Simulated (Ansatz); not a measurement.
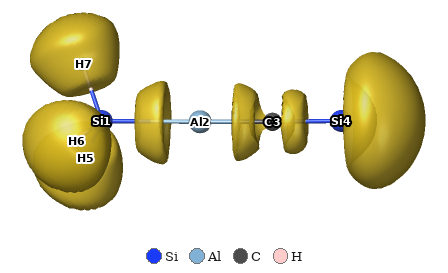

Figure. CH₃AlSi₂. Isosurface of the ELF at 0.8 (yellow), seen across its widest extent. Only the valence region is drawn (cores and ρ < 0.01 e/Å³ removed).

Method: Ansatz, UKS PBE0/6-31G.

```xyz
7

Si   -0.9196    1.1502   -0.5733
Al    0.4883   -0.6316    0.3071
C     1.5329   -1.9351    0.9582
Si    2.5422   -3.1589    1.5821
H    -1.7037    0.6499   -1.7538
H    -1.8757    1.6183    0.4875
H    -0.0643    2.3072   -1.0077
```

> Where are the electrons localised?

The surface consists of one region between bonded Al–Si atoms (shared pairs), one region between bonded C–Si atoms (shared pairs), three regions around hydrogen nuclei, one lobe of the valence shell of C pointing towards Al (polar bonds) and one lobe on Si, pointing away from the bonds (lone pairs). Along the contacts the grid gives the following. C–Si (1.70 Å): the ELF peaks at about 0.90 between the atoms, as expected for a covalent bond. C–Al (1.79 Å): the ELF peaks at about 0.90 between the atoms; a polar covalent bond.
